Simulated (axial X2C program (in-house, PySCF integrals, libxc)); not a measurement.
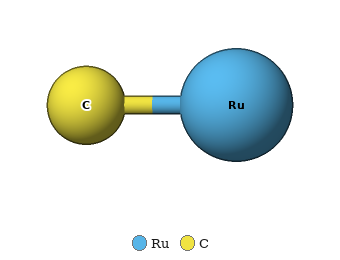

*The molecule at the reference distance of 1.582 Å.*

# Run report: RuC⁺, relativistic diatomic calculation

RuC⁺. The reference is closed-shell RuC²⁺; the roots are the vertical energy changes on adding an electron to it, which gives states of RuC⁺. The distance is the PBE0 minimum at charge 1. Computed at this level: EOM-EA-CCSD, two-component X2C with atomic mean-field Coulomb and Gaunt terms, Ru dyall-acv3z, C dyall-av3z (cores contracted) (axial X2C program (in-house, PySCF integrals, libxc)).

### Output
```
two-component X2C + atomic mean field  HF
basis functions 217  fitting functions 1032  grid points 5072
iter        total energy     max residual
   1      -4563.089127846     2.82e-01
   2      -4563.112168115     7.01e-03
   3      -4563.112783443     8.37e-03
   4      -4563.113836977     3.37e-03
   5      -4563.114108795     1.60e-03
   6      -4563.114251837     1.03e-03
   7      -4563.114342174     5.90e-04
   8      -4563.114370761     1.89e-04
   9      -4563.114372228     1.86e-05
  10      -4563.114372297     1.41e-05
  11      -4563.114372326     1.01e-05
  12      -4563.114372346     4.90e-06
  13      -4563.114372351     1.59e-06
  14      -4563.114372351     4.96e-07
converged
one-electron -6434.20737198  Coulomb 1921.97474138  exact exchange -136.94953373  xc functional 0.00000000  nuclear repulsion 88.30770144  atomic mean-field constant -2.23990946
correlated 10  virtual 320  natural virtual 92  E(MP2) -0.412546677  MP2 remainder -0.042221647
iter   CCSD correlation   residual
   1     -0.312579225   2.85e-01
   2     -0.338810735   1.59e-01
   3     -0.343768471   5.83e-02
   4     -0.346402996   4.29e-02
   5     -0.349200673   3.36e-02
   6     -0.350324020   2.47e-02
   7     -0.351915634   1.74e-02
   8     -0.352844568   9.71e-03
   9     -0.352875146   4.81e-03
  10     -0.353096844   2.14e-03
  11     -0.353037653   9.38e-04
  12     -0.353051028   4.07e-04
  13     -0.353060724   1.99e-04
  14     -0.353062492   1.04e-04
  15     -0.353066564   4.98e-05
  16     -0.353066477   2.75e-05
  17     -0.353065999   1.62e-05
  18     -0.353066189   1.04e-05
  19     -0.353065672   6.81e-06
  20     -0.353065729   4.44e-06
  21     -0.353065618   3.12e-06
  22     -0.353065486   2.25e-06
  23     -0.353065429   1.59e-06
  24     -0.353065322   1.10e-06
  25     -0.353065262   7.04e-07
  26     -0.353065245   3.62e-07
(T) -0.030127916256779855  T1 0.0447  D1 0.0672  max T2 0.301
EOM-EA-CCSD roots
2*Omega      energy/Eh   energy/eV  one-particle weight
    1      -0.53676439    -14.6061      0.936
    1      -0.49534336    -13.4790      0.949
    1      -0.44201502    -12.0278      0.015
    1      -0.40671974    -11.0674      0.000
    1      -0.39621513    -10.7816      0.942
    3      -0.48799529    -13.2790      0.003
    3      -0.48459689    -13.1866      0.821
    3      -0.46763872    -12.7251      0.000
    3      -0.38983982    -10.6081      0.015
    5      -0.62465084    -16.9976      0.923
    5      -0.40417604    -10.9982      0.000
    7      -0.41931223    -11.4101      0.000
```

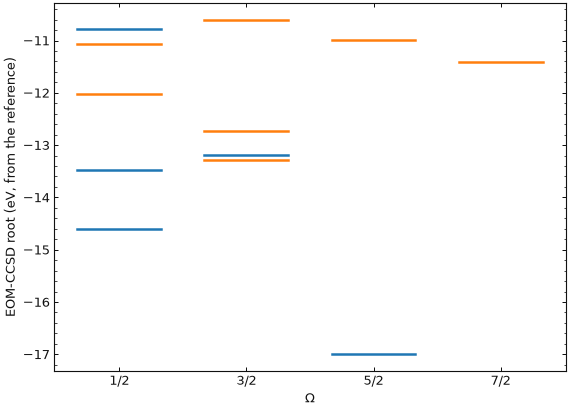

*EOM-CCSD roots by Ω at 1.58 Å; roots whose one-particle weight is under 0.8 have the second colour.*

The lowest has Ω = 5/2 and lies at −16.998 eV, with one-particle weight 0.92. 7 of the 12 roots are less well described at this level.

### The input
```
{"zs": [44, 6], "q": 1, "bas": ["dyall-acv3z", "dyall-av3z"], "r0": 1.81, "eom": "ea", "thr": -2.0, "nmax": 92, "grid": [1, 0.96, 1.045, 0.92, 1.09, 1.15]}
```

The line is the task of a batch: nuclear charges, charge, bases, a first guess of the distance and further settings. This report covers the levels named above. The log is that of the reference distance 1.582 Å.

The run was one of a batch that the task file lists, launched with:
```bash
python <driver script> task.json out
```

### Key numbers

```
                                                                                                           quantity                                                                 value
                                                                                                            outcome                                                             converged
                                                                                   HF energy of the reference RuC²⁺                                                   −4563.11437 hartree
                                                                                  MP2 energy of the reference RuC²⁺                                                   −4563.52692 hartree
CCSD energy of the reference RuC²⁺ (with the MP2 share of the virtual spinors left out of the coupled-cluster step)                                                   −4563.50966 hartree
                                                                              CCSD(T) energy of the reference RuC²⁺                                                   −4563.53979 hartree
                                           T1 diagnostic (spinor form; for a closed shell √2 times the usual value)                                                                 0.045
                                                                                                           hardware  1 thread of Arm Neoverse V1, 24 GiB of memory available, shared host
                                                                                                          wall time                                                                  15 s
                                                                                                        peak memory                                                              0.75 GiB
```
